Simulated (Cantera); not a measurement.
A closed system holds: 1 mol PbO, 1.5 mol CO, 9.6 mol H₂, at 1275 K.

Cantera equilibrium calculation (NASA polynomials, part measured and part estimated; ideal gas, pure solids and liquids). Candidate condensed phases: C, C₆H₆, C₇H₈, C₈H₁₈, H₂O, Pb, PbO, PbO₂, Pb₃O₄; 113 gas species. Rates play no part.

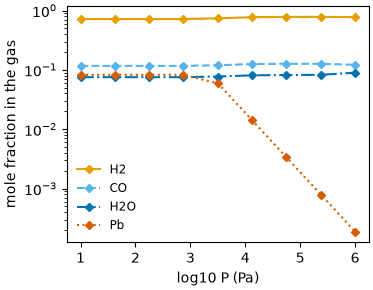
Figure. Equilibrium gas composition (values under 1e-9 drawn at 1e-9)

From 10.0 Pa to 750 Pa nothing is condensed. From 3200 Pa to 1000000 Pa the condensed part is Pb(l). The main Pb-bearing gas is Pb throughout.
